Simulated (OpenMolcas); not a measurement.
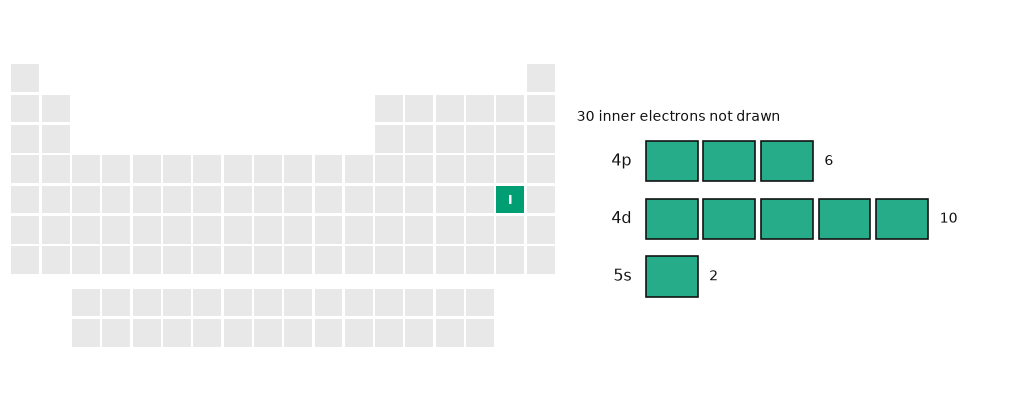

Left, the place of iodine in the periodic table; right, the outer shells of the leading configuration of the lowest level: a box for each of the 2l + 1 orbitals, shaded by the share of the shell that is filled, with the electron count at the right.

# Run report: I⁵⁺, multiconfigurational calculation (part 1 of 2)

System: I⁵⁺.
Method: state-averaged RASSCF, active space 2 electrons in the shells 5s 5p 5d; RAS3 5d with at most 2 electrons, basis ANO-R1, X2C scalar Hamiltonian, spin-orbit coupling by RASSI with atomic mean-field integrals (OpenMolcas).

The input:
```
&GATEWAY
Coord
1

I 0.0 0.0 0.0
Basis=ANO-R1
Group=XYZ
NoMove
AngMom=0.0 0.0 0.0
AMFI
&SEWARD
&RASSCF
FileOrb=start.orb
Symmetry=1
Spin=3
nActEl=2 0 0
Inactive=14 9
Ras2=1 3
CIRoot=3 3 1
SDav=3
CIMx=300
Iter=120 100
PrWF=0.3
OrbListing=Nothing
MaxOrb=0
Atom
>>> COPY $Project.JobIph JOBPRE
&RASSCF
FileOrb=start.orb
Symmetry=1
Spin=3
nActEl=2 0 2
Inactive=14 9
Ras2=1 3
Ras3=5 0
CIRoot=3 3 1
SDav=18
CIMx=300
Iter=120 100
PrWF=0.3
OrbListing=Nothing
MaxOrb=0
Thrs=2.0e-7 1.0e-1 5.0e-4
Atom
>>> COPY $Project.JobIph JOB001
&RASSCF
FileOrb=start.orb
Symmetry=1
Spin=1
nActEl=2 0 2
Inactive=14 9
Ras2=1 3
Ras3=5 0
CIRoot=6 6 1
SDav=27
CIMx=300
Iter=120 100
PrWF=0.3
OrbListing=Nothing
MaxOrb=0
Thrs=2.0e-7 1.0e-1 5.0e-4
Atom
>>> COPY $Project.JobIph JOB002
&RASSCF
FileOrb=start.orb
Symmetry=2
Spin=3
nActEl=2 0 2
Inactive=14 9
Ras2=1 3
Ras3=5 0
CIRoot=3 3 1
SDav=18
CIMx=300
Iter=120 100
PrWF=0.3
OrbListing=Nothing
MaxOrb=0
Thrs=2.0e-7 1.0e-1 5.0e-4
Atom
>>> COPY $Project.JobIph JOB003
&RASSCF
FileOrb=start.orb
Symmetry=2
Spin=1
nActEl=2 0 2
Inactive=14 9
Ras2=1 3
Ras3=5 0
CIRoot=3 3 1
SDav=18
CIMx=300
Iter=120 100
PrWF=0.3
OrbListing=Nothing
MaxOrb=0
Thrs=2.0e-7 1.0e-1 5.0e-4
Atom
>>> COPY $Project.JobIph JOB004
&RASSI
NrOfJobIphs=4 3 6 3 3
1 2 3
1 2 3 4 5 6
1 2 3
1 2 3
IphNames
JOB001
JOB002
JOB003
JOB004
EJob
SpinOrbit
DIPRint=1.0
SOCoupling=1000.0
Subsets=2
MEES
Property=10
'ANGMOM' 1 'ANGMOM' 2 'ANGMOM' 3 'MLTPL  1' 1 'MLTPL  1' 2 'MLTPL  1' 3
'AMFI' 1 'AMFI' 2 'AMFI' 3 'MLTPL  2' 6
SOProperty=3
'ANGMOM' 1 'ANGMOM' 2 'ANGMOM' 3
```

The file start.orb holds starting orbitals from an earlier step. A driver script formed the levels outside the program, from RASSI's spin-orbit matrix and the active-space energies, averaged over the components of each term or state.

Run as:
```bash
OMP_NUM_THREADS=1 MOLCAS_MEM=2252 MOLCAS_PROJECT=a pymolcas a.inp > a.log  # once for each step of the input, in one work folder
```

The program's output (extracts):
```
--- SEWARD ---
Basis set label: I.ANO-R...6S5P3D1F.

      Electronic valence basis set:
      ------------------
      Associated Effective Charge  53.000000 au
      Associated Actual Charge     53.000000 au
      Nuclear Model: Finite nucleus - Gaussian distribution
        Gaussian exponent, Xi/bohr**(-2):  1.84442E+08

      Shell  nPrim  nBasis  Cartesian Spherical Contaminant
         s      23       6        X
         p      18       5        X
         d      12       3                 X
         f       6       1                 X
                  Relativistic X2C integrals
                  Atomic mean-field integrals
--- RASSCF ---
Wave function specifications:
      -----------------------------

      Number of closed shell electrons          46
      Number of electrons in active shells       2
      Max number of holes in RAS1 space          0
      Max nr of electrons in RAS3 space          2
      Number of inactive orbitals               23
      Number of active orbitals                  9
      Number of secondary orbitals              11
      Spin quantum number                      1.0
      State symmetry                             1
Orbital specifications:
      -----------------------

      Symmetry species                           1   2
                                                ag  au
      Frozen orbitals                            0   0
      Inactive orbitals                         14   9
      Active orbitals                            6   3
      RAS1 orbitals                              0   0
      RAS2 orbitals                              1   3
      RAS3 orbitals                              5   0
      Secondary orbitals                         1  10
      Deleted orbitals                           0   0
      Number of basis functions                 21  22
      Number of CSFs                            18
      Number of root(s) required                 3
      Iter CI   SX   CI       RASSCF       Energy    max ROT     max BLB   max BLB  Level Ln srch  Step   QN
          iter iter root      energy       change     param      element    value   shift minimum  type update
 Nr of preliminary CI iterations:   1
 ###############################################################################
 ###############################################################################
 ###                                                                         ###
 ###                                                                         ###
 ###    WARNING: Problems in orbital optimization.                           ###
 ###                                                                         ###
 ###                                                                         ###
 ###############################################################################
 ###############################################################################
  Warning: In symmetry  1, orbital p=  15 has diagonal density matrix element D(p,p) close to zero. D(p,p)=  3.976083E-26
      Total energies have been shifted. Add                -7000.00 au
        ...
 ###############################################################################
 ###############################################################################
  Warning: In symmetry  1, orbital p=  15 has diagonal density matrix element D(p,p) close to zero. D(p,p)=  1.285965E-24
        4   1    1    0  -106.44946537   -4.55E-12   0.00E+00   12  14 2  2.80E-08   0.50   0.00    SX    NO
      Convergence after  4 iterations
        5   1    1    0  -106.44946537    7.28E-12   0.00E+00   12  14 2  2.80E-08   0.50   0.00    SX    NO
      Natural orbitals and occupation numbers for root  1
      sym 1:   0.000000   0.002825   0.000000   0.000706   0.000706   0.002825
      sym 2:   0.996468   0.000000   0.996468
      Natural orbitals and occupation numbers for root  2
      sym 1:  -0.000000   0.000706  -0.000000   0.000706   0.002825   0.002825
      sym 2:   0.996468   0.000000   0.996468
      Natural orbitals and occupation numbers for root  3
      sym 1:   0.000000   0.000706   0.002825   0.002825   0.000706   0.000000
      sym 2:   0.000000   0.996468   0.996468
::    RASSCF root number  1 Total energy:  -7106.44946537
::    RASSCF root number  2 Total energy:  -7106.44946537
::    RASSCF root number  3 Total energy:  -7106.44946537
--- RASSCF ---
Wave function specifications:
      -----------------------------

      Number of closed shell electrons          46
      Number of electrons in active shells       2
      Max number of holes in RAS1 space          0
      Max nr of electrons in RAS3 space          2
      Number of inactive orbitals               23
      Number of active orbitals                  9
      Number of secondary orbitals              11
      Spin quantum number                      0.0
      State symmetry                             1
Orbital specifications:
      -----------------------

      Symmetry species                           1   2
                                                ag  au
      Frozen orbitals                            0   0
      Inactive orbitals                         14   9
      Active orbitals                            6   3
      RAS1 orbitals                              0   0
      RAS2 orbitals                              1   3
      RAS3 orbitals                              5   0
      Secondary orbitals                         1  10
      Deleted orbitals                           0   0
      Number of basis functions                 21  22
      Number of CSFs                            27
      Number of root(s) required                 6
      Iter CI   SX   CI       RASSCF       Energy    max ROT     max BLB   max BLB  Level Ln srch  Step   QN
          iter iter root      energy       change     param      element    value   shift minimum  type update
 Nr of preliminary CI iterations:   1
      Total energies have been shifted. Add                -7000.00 au
        1   1    4    0  -106.59707783    0.00E+00   1.76E-01*  15  21 1  7.26E-02*  0.00   0.00    SX    NO
        2   1    4    0  -106.60067361   -3.60E-03*  1.28E-01*  15  21 1 -5.31E-02*  0.00   0.00    SX    NO
        3   1    4    0  -106.60256373   -1.89E-03*  9.27E-02   15  21 1  3.88E-02*  0.00   0.00    SX    NO
        4   1    4    0  -106.60357596   -1.01E-03*  6.68E-02   15  21 1 -2.80E-02*  0.00   0.00    SX    NO
        5   1    3    0  -106.60410073   -5.25E-04*  2.65E-02   15  21 1  2.02E-02*  0.00   0.58    LS   YES
        6   1    3    0  -106.60466759   -5.67E-04*  1.50E-03   15  21 1  1.09E-03*  0.00   1.06    QN   YES
        7   1    2    0  -106.60466923   -1.64E-06*  6.58E-06    9  15 2  7.14E-06   0.00   1.00    QN   YES
        8   1    2    0  -106.60466923   -3.73E-11   4.44E-08    9  15 2  6.02E-07   0.00   2.50    QN   YES
      Convergence after  8 iterations
        9   1    2    0  -106.60466923   -2.73E-12   4.44E-08   10  20 1 -3.63E-08   0.00   2.50    QN   YES
      Natural orbitals and occupation numbers for root  1
      sym 1:   1.943217   0.000204   0.000204   0.000204   0.000204   0.000204
      sym 2:   0.018588   0.018588   0.018588
      Natural orbitals and occupation numbers for root  2
      sym 1:   0.147830   0.000658   0.000003   0.149225   0.000000   0.000690
      sym 2:   0.870460   0.000465   0.830667
      Natural orbitals and occupation numbers for root  3
      sym 1:   0.146778   0.150260   0.000002   0.000713   0.000020   0.000634
      sym 2:   0.899077   0.799600   0.002915
::    RASSCF root number  1 Total energy:  -7107.36238024
::    RASSCF root number  2 Total energy:  -7106.45312703
::    RASSCF root number  3 Total energy:  -7106.45312703
::    RASSCF root number  4 Total energy:  -7106.45312703
::    RASSCF root number  5 Total energy:  -7106.45312703
::    RASSCF root number  6 Total energy:  -7106.45312703
--- RASSCF ---
Wave function specifications:
      -----------------------------

      Number of closed shell electrons          46
      Number of electrons in active shells       2
      Max number of holes in RAS1 space          0
      Max nr of electrons in RAS3 space          2
      Number of inactive orbitals               23
      Number of active orbitals                  9
      Number of secondary orbitals              11
      Spin quantum number                      1.0
      State symmetry                             2
Orbital specifications:
      -----------------------

      Symmetry species                           1   2
                                                ag  au
      Frozen orbitals                            0   0
      Inactive orbitals                         14   9
      Active orbitals                            6   3
      RAS1 orbitals                              0   0
      RAS2 orbitals                              1   3
      RAS3 orbitals                              5   0
      Secondary orbitals                         1  10
      Deleted orbitals                           0   0
      Number of basis functions                 21  22
      Number of CSFs                            18
      Number of root(s) required                 3
      Iter CI   SX   CI       RASSCF       Energy    max ROT     max BLB   max BLB  Level Ln srch  Step   QN
          iter iter root      energy       change     param      element    value   shift minimum  type update
 Nr of preliminary CI iterations:   1
      Total energies have been shifted. Add                -7000.00 au
        1   1    2    0  -106.97406575    0.00E+00   2.71E-07   15  21 1  2.88E-07   0.00   0.00    SX    NO
        2   1    1    0  -106.97406575   -8.19E-12   0.00E+00   15  21 1 -2.22E-08   0.00   0.00    SX    NO
        3   1    1    0  -106.97406575    9.09E-13   0.00E+00   15  21 1 -2.22E-08   0.00   0.00    SX    NO
        4   1    1    0  -106.97406575    7.28E-12   0.00E+00   15  21 1 -2.22E-08   0.00   0.00    SX    NO
      Convergence after  4 iterations
        5   1    1    0  -106.97406575   -7.28E-12   0.00E+00   15  21 1 -2.22E-08   0.00   0.00    SX    NO
      Natural orbitals and occupation numbers for root  1
      sym 1:   0.997915   0.000000   0.000000   0.001043  -0.000000   0.001043
      sym 2:   0.997915   0.001043   0.001043
      Natural orbitals and occupation numbers for root  2
      sym 1:   0.997915   0.001043   0.000000   0.001043  -0.000000  -0.000000
      sym 2:   0.001043   0.997915   0.001043
      Natural orbitals and occupation numbers for root  3
      sym 1:   0.997915  -0.000000   0.001043   0.000000   0.000000   0.001043
      sym 2:   0.001043   0.001043   0.997915
::    RASSCF root number  1 Total energy:  -7106.97406575
::    RASSCF root number  2 Total energy:  -7106.97406575
::    RASSCF root number  3 Total energy:  -7106.97406575
```

(Continued in part 2.) Outcome of the run: converged.
